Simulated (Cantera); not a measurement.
A closed system holds: 1 mol MgCO3, 4.2 mol H2S, 0.94 mol H2O, equilibrated at 13300 Pa.

These are equilibrium values from Cantera (NASA tables, ideal gas, pure condensed phases), not measurements of a reactor. Candidate condensed phases: C, C6H6, C7H8, C8H18, H2O, H2SO4, Mg, MgCO3, MgO, Mg(OH)2, MgS, MgSO4, S; 130 gas species. Gases not in the tables: S3 to S7. Kinetics and transport are ignored.

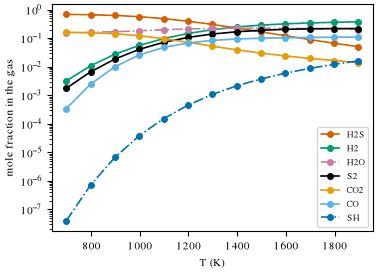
Equilibrium gas composition (values under 1e-9 drawn at 1e-9)

From 698 K to 1898 K the condensed part is MgO(s).
